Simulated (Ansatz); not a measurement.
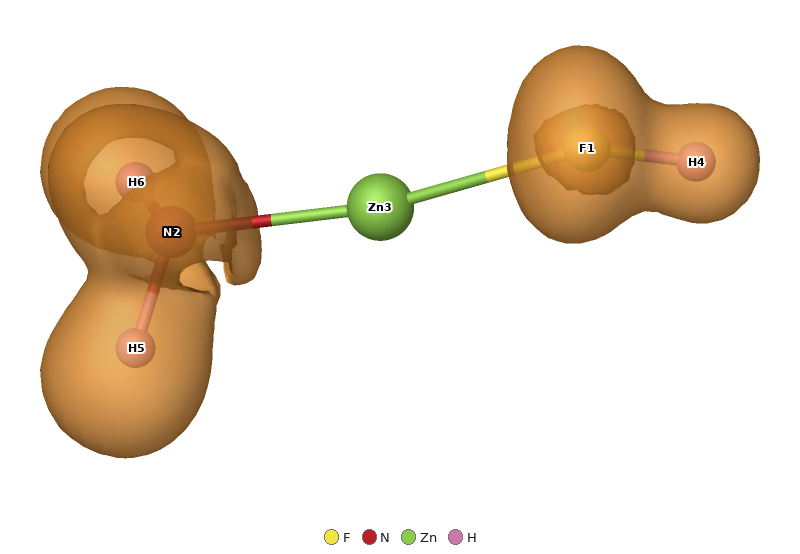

Figure 1: FH₃NZn (charge +1). Isosurface of the electron localisation function at 0.75 (orange), seen at a tilt. Core shells and regions of very low density are left out.

Geometry: PBE0-D3(BJ)/def2-SVP.

All numbers below come from isolated molecule in a Gaussian basis; Kohn-Sham density functional theory, functional PBE0 in Ansatz.

Input

```
crystal:
  periodic: [false, false, false]
  atoms:
    - {symbol: F, position_ang: [1.411769, -0.597755, -0.865189]}
    - {symbol: "N", position_ang: [-1.864668, 0.343243, 0.669948]}
    - {symbol: Zn, position_ang: [-0.222888, 0.134907, -0.043481]}
    - {symbol: H, position_ang: [2.257613, -0.299256, -1.148415]}
    - {symbol: H, position_ang: [-2.462766, 0.981440, 0.140870]}
    - {symbol: H, position_ang: [-1.851059, 0.662731, 1.640869]}
basis:
  gaussian:
    orbitals: def2-TZVPD
total_charge: 1
hamiltonian:
  xc: pbe0
output:
  forces: true
  orbitals: {seedname: orbitals}
```

Launched as:

```sh
ansatz run input.yaml --threads 1 --pin off --max-ram 2610MiB --events-out events.jsonl --progress --plain --runs-dir runs
```

> Where are the electrons localised?

At this value the surface marks out one joined region spread over several atoms (F, H), in which their bonds and any lone pairs are merged and one joined region spread over several atoms (H, N), in which their bonds and any lone pairs are merged.

Values along the shortest contacts:
Zn–N (1.80 Å): the ELF peaks at about 0.85 in the valence shell of N, 0.6 Å from its nucleus, and is about 0.30 at the midpoint. Zn–F (1.97 Å): the ELF peaks at about 0.85 in the valence shell of F, 0.5 Å from its nucleus, and is about 0.10 at the midpoint.
